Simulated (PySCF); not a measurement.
C2H6N, SMILES C[CH]N, doublet at its CAM-B3LYP/def2-SVP optimised geometry (Å):

```
9

C      0.7174     0.4614     0.8792
C      0.0212    -0.5176     0.0000
N     -1.3734    -0.5176     0.0000
H      1.8036     0.4398     0.7103
H      0.3753     1.4943     0.6854
H      0.5458     0.2706     1.9588
H      0.4803    -1.4943    -0.1811
H     -1.7993     0.4058     0.0000
H     -1.8036    -1.1123    -0.7011
```

Method: unrestricted CAM-B3LYP/def2-TZVP in PySCF 2.14.0.

Map of the electrostatic potential (hartree/e), clipped to [-0.08, 0.12] on the plane z = 1.5 Å:

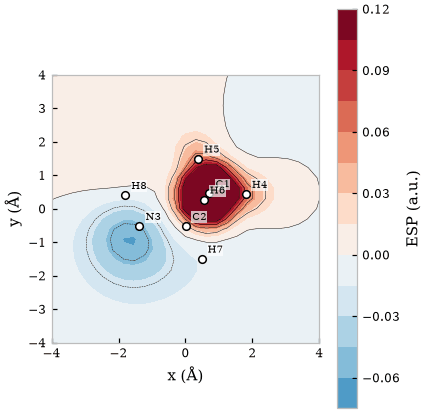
Fig. 1. Electrostatic potential (hartree/e), clipped to [-0.08, 0.12] on the plane z = 1.5 Å.
